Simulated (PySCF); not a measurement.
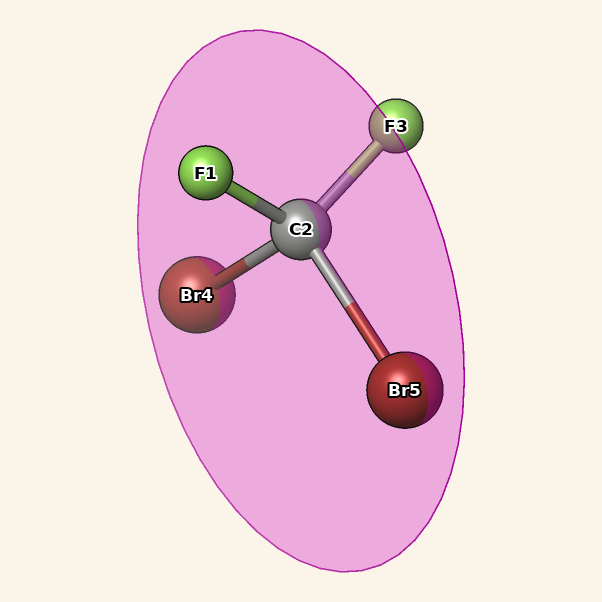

A disc through the centre of mass is drawn in. Atoms fade into the background with distance from the viewer. The computed structure is the end point of a PBE0-D3(BJ)/def2-SVP optimisation. No frequency run is at hand to confirm it as a minimum.

Is the plane of the disc a mirror plane of the structure?

Answer. Yes. The reflection leaves C2, Br4, Br5 in place and moves F1 ↔ F3. The point group is C2v.
